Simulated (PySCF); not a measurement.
# C₆H₈N₂O: magnetic properties

Aim: compute the magnetic properties of C₆H₈N₂O (`CC(=O)N[C@@H]1C[C@@H]1C#N`).

Computed with PySCF 2.14.0 and routines of our own; the level stands in each step. Atoms count from 0.

## 1. The system as given

17 atoms, charge 0, multiplicity 1; geometry from: GFN2-xTB.

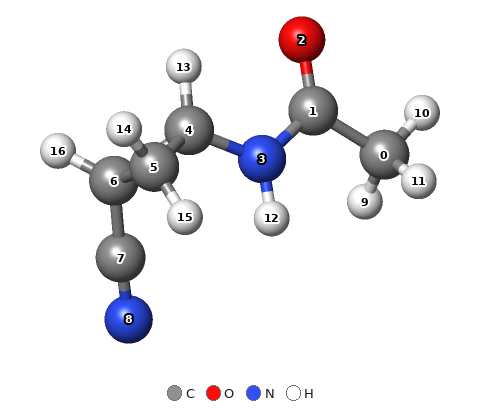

The starting geometry (carbon grey, oxygen red, nitrogen blue, hydrogen white).

## 2. Magnetic properties: GIAO PBE0/pcSseg-1

What the job is given:

```
{"job": {"kind": "mag", "xc": "PBE0", "basis": "pcSseg-1", "isotopologues": 0}, "charge": 0, "multiplicity": 1}
C      2.696185    -0.792034     0.263723
C      1.658767     0.197701    -0.212128
O      1.865795     1.065220    -1.029327
N      0.446153     0.034535     0.388292
C     -0.684184     0.812007     0.025993
C     -1.746415     1.121911     1.024232
C     -2.047821     0.150719    -0.101426
C     -2.153735    -1.224760     0.223446
N     -2.198754    -2.333866     0.506803
H      2.359911    -1.808509     0.070022
H      3.628535    -0.613288    -0.263579
H      2.860190    -0.673943     1.332698
H      0.296807    -0.739443     1.018369
H     -0.410915     1.554191    -0.714359
H     -2.228243     2.086489     0.994107
H     -1.648165     0.707053     2.016966
H     -2.701109     0.468048    -0.904280
```

With the program's defaults for keys left out, this is: GIAO PBE0/pcSseg-1 magnetisability, rotational g tensor and spin-rotation constants, non-relativistic, gas phase.

Run with:

```sh
> OMP_NUM_THREADS=1 python excited_run.py task.json out
```

One launch serves the whole session: the jobs run in the order shown.

The program printed:

```text
coarse grid: 14688 points
cycle   1  E = -417.3903533755  dE =  1.643e+00  |g| = 9.090e-01  |ddm| = 3.800e+00
cycle   2  E = -416.7803611296  dE =  6.100e-01  |g| = 1.959e+00  |ddm| = 2.727e+00
cycle   3  E = -417.5570177098  dE = -7.767e-01  |g| = 1.762e-01  |ddm| = 2.067e+00
cycle   4  E = -417.5630598449  dE = -6.042e-03  |g| = 7.579e-02  |ddm| = 1.836e-01
cycle   5  E = -417.5641963593  dE = -1.137e-03  |g| = 2.044e-02  |ddm| = 6.257e-02
cycle   6  E = -417.5642725453  dE = -7.619e-05  |g| = 7.879e-03  |ddm| = 1.845e-02
cycle   7  E = -417.5642829241  dE = -1.038e-05  |g| = 3.669e-03  |ddm| = 6.909e-03
cycle   8  E = -417.5642856169  dE = -2.693e-06  |g| = 7.323e-04  |ddm| = 3.013e-03
final grid: 143416 points
cycle   9  E = -417.6253522087  dE = -3.397e-05  |g| = 1.205e-02  |ddm| = 4.138e-02
cycle  10  E = -417.6252864579  dE =  6.575e-05  |g| = 2.219e-02  |ddm| = 2.503e-02
cycle  11  E = -417.6253807936  dE = -9.434e-05  |g| = 2.635e-03  |ddm| = 1.756e-02
cycle  12  E = -417.6253822169  dE = -1.423e-06  |g| = 3.885e-04  |ddm| = 2.114e-03
cycle  13  E = -417.6253822327  dE = -1.586e-08  |g| = 2.814e-04  |ddm| = 4.430e-04
cycle  14  E = -417.6253822483  dE = -1.560e-08  |g| = 8.441e-05  |ddm| = 2.542e-04
cycle  15  E = -417.6253822498  dE = -1.508e-09  |g| = 1.625e-05  |ddm| = 7.398e-05
cycle  16  E = -417.6253822499  dE = -5.411e-11  |g| = 4.375e-06  |ddm| = 1.671e-05
converged SCF energy = -417.6253822499

Magnetisability tensor (1e-30 J/T^2)
    -1276.46       63.27      -78.18
       63.27    -1443.23       -7.43
      -78.18       -7.43    -1282.60
isotropic -1334.10   principal values   -1466.56  -1345.01  -1190.71
isotropic susceptibility -80.341 1e-6 cm^3/mol

Inertial axes            a          b          c
rot. const./GHz      2.8623     1.0296     0.8416
chi total           -74.322    -88.101    -78.601
chi diamagnetic    -531.820  -1233.075  -1493.653
chi paramagnetic    457.498   1144.975   1415.052
quadrupole/D A       -9.081      2.006      7.074
g nuclear            0.5880     0.5476     0.5494
g electronic        -0.6152    -0.5538    -0.5595
g total             -0.0272    -0.0063    -0.0101

Spin-rotation constants (kHz, H = +C I.J)
atom  isotope        aa         bb         cc
  3    14N        0.164      0.112      0.071
  8    14N        0.601      0.033      0.191
  9     1H       -0.253     -0.004     -0.084
 10     1H        0.063     -0.116     -0.085
 11     1H       -0.331     -0.115      0.029
 12     1H       -0.235     -0.013     -0.070
 13     1H       -0.171     -0.034     -0.054
 14     1H       -0.305      0.003     -0.092
 15     1H       -0.331     -0.102     -0.007
 16     1H       -0.261     -0.092     -0.029
  0    13C*       0.400      0.142      0.144
  1    13C*       1.374      0.380      0.223
  2    17O*      -1.547     -0.455     -0.187
  4    13C*       0.640      0.117      0.119
  5    13C*       0.401      0.117      0.133
  6    13C*       0.395      0.079      0.118
  7    13C*       1.220      0.038      0.376
* in the singly substituted isotopologue
```

Run time: 29 s. Hardware: 1 thread of Intel Xeon 6975P-C, shared host; peak memory 0.85 GiB.

Key values:

```csv
quantity,value
magnetisability,-1334·10⁻³⁰ J/T²
molar susceptibility,-80.3·10⁻⁶ cm³/mol
"rotational g (a, b, c)","-0.0272, -0.0063, -0.0101"
```

## 3. Magnetic properties: GIAO CAM-B3LYP/STO-3G in acetone

The job, as its differences from that of step 2:

```diff
@@ -1,2 +1,2 @@
-{"job": {"kind": "mag", "xc": "PBE0", "basis": "pcSseg-1", "isotopologues": 0}, "charge": 0, "multiplicity": 1}
+{"job": {"kind": "mag", "xc": "CAM-B3LYP", "basis": "STO-3G", "solvent": "acetone"}, "charge": 0, "multiplicity": 1}
 C      2.696185    -0.792034     0.263723
```

Level: GIAO CAM-B3LYP/STO-3G magnetisability, non-relativistic, IEF-PCM acetone.

The program printed:

```text
coarse grid: 14688 points
cycle   1  E = -412.3330278575  dE =  2.272e+00  |g| = 8.222e-01  |ddm| = 5.717e+00
cycle   2  E = -412.1060021792  dE =  2.270e-01  |g| = 1.325e+00  |ddm| = 2.491e+00
cycle   3  E = -412.5706324449  dE = -4.646e-01  |g| = 8.092e-02  |ddm| = 1.462e+00
cycle   4  E = -412.5722451040  dE = -1.613e-03  |g| = 3.801e-02  |ddm| = 1.331e-01
cycle   5  E = -412.5726514759  dE = -4.064e-04  |g| = 7.900e-03  |ddm| = 5.893e-02
cycle   6  E = -412.5726671717  dE = -1.570e-05  |g| = 3.970e-03  |ddm| = 1.306e-02
cycle   7  E = -412.5726716826  dE = -4.511e-06  |g| = 8.332e-04  |ddm| = 5.419e-03
final grid: 143416 points
cycle   8  E = -412.5485113828  dE = -7.313e-06  |g| = 3.616e-03  |ddm| = 1.249e-02
cycle   9  E = -412.5485095202  dE =  1.863e-06  |g| = 4.616e-03  |ddm| = 1.024e-02
cycle  10  E = -412.5485155003  dE = -5.980e-06  |g| = 4.178e-04  |ddm| = 5.639e-03
cycle  11  E = -412.5485155460  dE = -4.568e-08  |g| = 1.616e-04  |ddm| = 5.765e-04
cycle  12  E = -412.5485155521  dE = -6.100e-09  |g| = 6.621e-05  |ddm| = 2.266e-04
cycle  13  E = -412.5485155535  dE = -1.409e-09  |g| = 9.009e-06  |ddm| = 9.836e-05
cycle  14  E = -412.5485155535  dE = -3.013e-11  |g| = 2.973e-06  |ddm| = 1.757e-05
converged SCF energy = -412.5485155535

Magnetisability tensor (1e-30 J/T^2)
    -1223.04       32.66      -86.56
       32.66    -1392.00      -43.75
      -86.56      -43.75    -1232.38
isotropic -1282.47   principal values   -1403.97  -1313.48  -1129.96
isotropic susceptibility -77.232 1e-6 cm^3/mol

Inertial axes            a          b          c
rot. const./GHz      2.8623     1.0296     0.8416
chi total           -71.565    -83.793    -76.340
chi diamagnetic    -524.318  -1224.273  -1485.205
chi paramagnetic    452.753   1140.480   1408.865
quadrupole/D A       -7.809      1.070      6.739
```

Wall time 9.8 s (1 thread of Intel Xeon 6975P-C, shared host); peak memory 0.56 GiB.

In short:

```csv
quantity,value
magnetisability,-1282·10⁻³⁰ J/T²
molar susceptibility,-77.2·10⁻⁶ cm³/mol
```

## 4. Results

| quantity | value |
| --- | --- |
| magnetisability (step 2, GIAO PBE0/pcSseg-1) | -1334·10⁻³⁰ J/T² |
| molar susceptibility (step 2, GIAO PBE0/pcSseg-1) | -80.3·10⁻⁶ cm³/mol |
| rotational g (a, b, c) (step 2, GIAO PBE0/pcSseg-1) | -0.0272, -0.0063, -0.0101 |

The values above hold for this geometry and these levels alone. Vibrational averaging and real surroundings are missing from these values.
